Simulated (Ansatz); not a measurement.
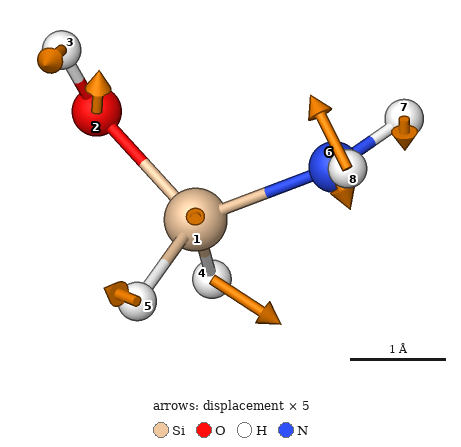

This is a relaxation of SiNH$_{5}$O. The starting structure is drawn; orange arrows show the displacements, magnified 5 times. The two geometries are superimposed by the best rigid fit.

Style: ball-and-stick. Shown at a tilt.

The run prepares an end point of a later path (reaction) calculation, from a guessed geometry.

All numbers below come from RKS PBE/6-31G* (Ansatz).

Input file:
```yaml
crystal:
  periodic: [false, false, false]
  atoms:
    - { symbol: Si, position_ang: [0.272716, -0.132883, 0.037247] }
    - { symbol: O, position_ang: [0.481515, -0.047765, 1.695619] }
    - { symbol: H, position_ang: [-0.338041, 0.072239, 2.219524] }
    - { symbol: H, position_ang: [1.714072, -0.269588, -0.163368] }
    - { symbol: H, position_ang: [-0.366436, 1.087812, -0.568033] }
    - { symbol: "N", position_ang: [-0.675373, -1.427252, -0.602025] }
    - { symbol: H, position_ang: [-0.445074, -2.414585, -0.500313] }
    - { symbol: H, position_ang: [-1.60648, -1.278879, -0.98525] }
basis:
  gaussian: { orbitals: "6-31G*" }
hamiltonian:
  xc: pbe
relax:
  f_tol: 0.03
  max_steps: 50
output:
  orbitals: {}
```

Command:
```bash
ansatz run input.yaml --threads 1 --pin off --max-ram 2048MiB --backend cpu --events-out ev --progress --plain --runs-dir out
```

Q: Which element moves most?

A: Hydrogen: up to 0.18 Å, against 0.11 Å for oxygen.

Q: What did the optimiser do to the structure, and how much energy did it gain?

A: The energy falls by 2.61 kcal/mol in 8 accepted moves (9 points after the start). The largest force component goes from 0.8 to 0.024 eV/Å. The line search rejected the trial step at point 8 of the run. The forces were under the threshold at step 7, but the run went on from there. The atom that moves furthest after the best rigid fit is H8 (0.18 Å). Largest moves by element: H 0.18 Å, O 0.11 Å, N 0.10 Å, Si 0.04 Å. Near-neighbour distances that change, for instance: Si1–H4 1.462 → 1.492 Å, Si1–O2 1.674 → 1.685 Å, Si1–N6 1.727 → 1.735 Å. Among the angles between lasting bonds that change: O2–Si1–H4 91.0° → 102.3°, H4–Si1–N6 114.9° → 108.1°, Si1–N6–H7 124.4° → 120.5°.
